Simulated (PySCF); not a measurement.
Consider C₂H₉BrSSi₂.

The calculation's input:

```
{"job": {"kind": "uv", "xc": "CAM-B3LYP", "basis": "def2-SVPD", "nstates": 8, "ntriplets": 3}, "charge": 0, "multiplicity": 1}
C      3.154849     0.445577     0.372827
S      1.572808     0.657868    -0.482202
Si     0.404532    -0.798577     0.573174
Si    -1.677527    -0.689292    -0.405944
C     -2.538077     0.990272    -0.217647
Br    -2.935279    -2.172908     0.716008
H      3.508729    -0.571756     0.235540
H      3.852660     1.146713    -0.073412
H      3.029541     0.665125     1.428770
H      1.101519    -2.080056     0.441667
H      0.456744    -0.436086     1.993141
H     -1.798763    -1.167486    -1.783570
H     -1.981942     1.762133    -0.742847
H     -3.549280     0.973523    -0.618193
H     -2.604930     1.282940     0.828535
```

Command:

```sh
OMP_NUM_THREADS=1 python probes_run.py task.json out
```

Geometry: GFN2-xTB.

These are results of CAM-B3LYP/def2-SVPD, SCF density, gas phase (PySCF 2.14.0), not measurements.

### What will maps of the electron density and electron localisation function show?

C–S (1.81 Å): ρ at the midpoint is about 1.2 e/Å³; the ELF peaks at about 0.95 between the atoms; localised, covalent bonding.
Si–S (2.14 Å): ρ is about 0.82 e/Å³ halfway; the ELF peaks at about 0.95 between the atoms, as expected for a shared electron pair.
Si–Br (2.25 Å): ρ at the midpoint is about 0.73 e/Å³; the ELF peaks at about 0.85 between the atoms: a shared but strongly polarised pair.
Si–Si (2.30 Å): the density is about 0.71 e/Å³ at the midpoint; the ELF peaks at about 1 between the atoms: a shared electron pair.

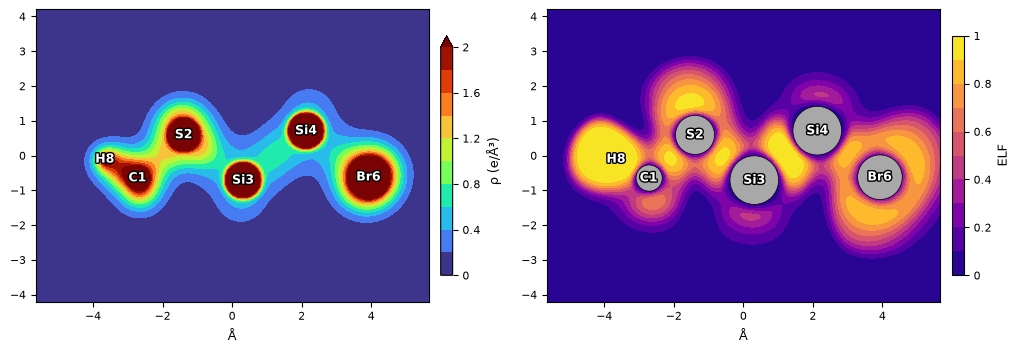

Computed electron density and electron localisation function on the plane of atoms Si3, Si4 and Br6, in this order. Grey discs cover the atomic cores in the ELF map. 
